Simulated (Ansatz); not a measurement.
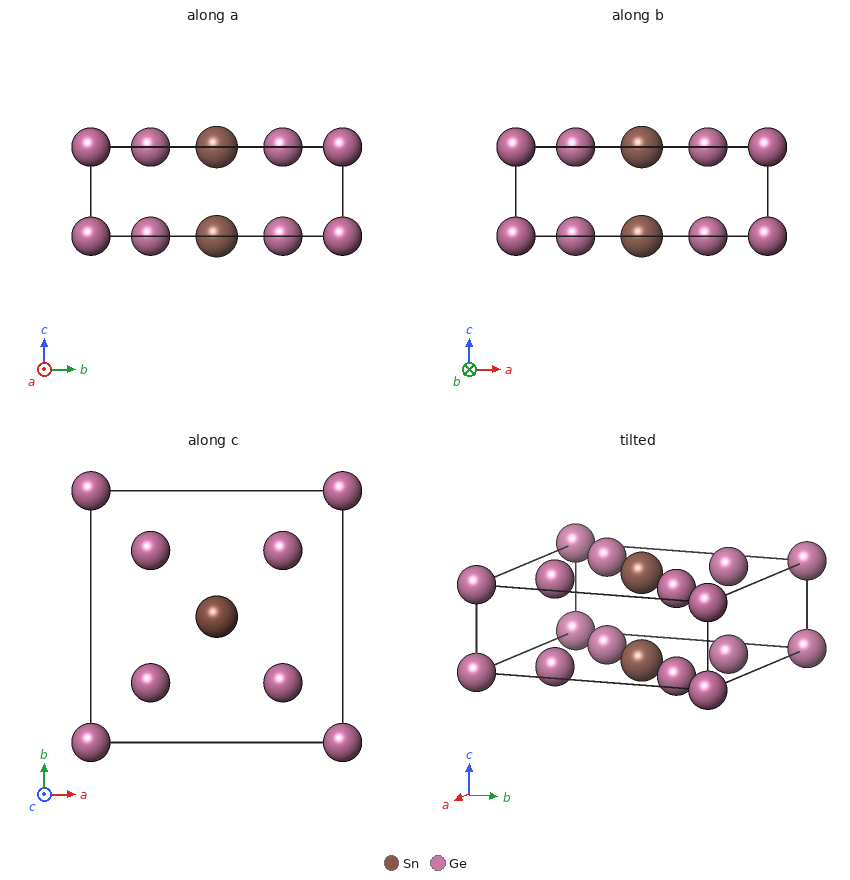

Spheres-only model, viewed along the a axis, along the b axis, along the c axis and slightly off an axis. The lines enclose the conventional unit cell; boundary atoms appear with their images.

Lattice parameters: a = 7.727 Å, b = 7.727 Å, c = 2.738 Å, α = 90.00°, β = 90.00°, γ = 90.00°.

Record the structure as a table of Wyckoff sites, with free fractional coordinates to two decimals.

Answer. Space group P4/mmm (No. 123).
| atom | site | x | y | z |
| --- | --- | --- | --- | --- |
| Sn | 1c | 0.50 | 0.50 | 0.00 |
| Ge | 4j | 0.76 | 0.76 | 0.00 |
| Ge | 1a | 0.00 | 0.00 | 0.00 |

It goes back to a random cell made by a generator, so it need not be a real form of the compound. Earlier steps of the study may have refined or changed the cell and positions. A calculation with Ansatz used it as input.
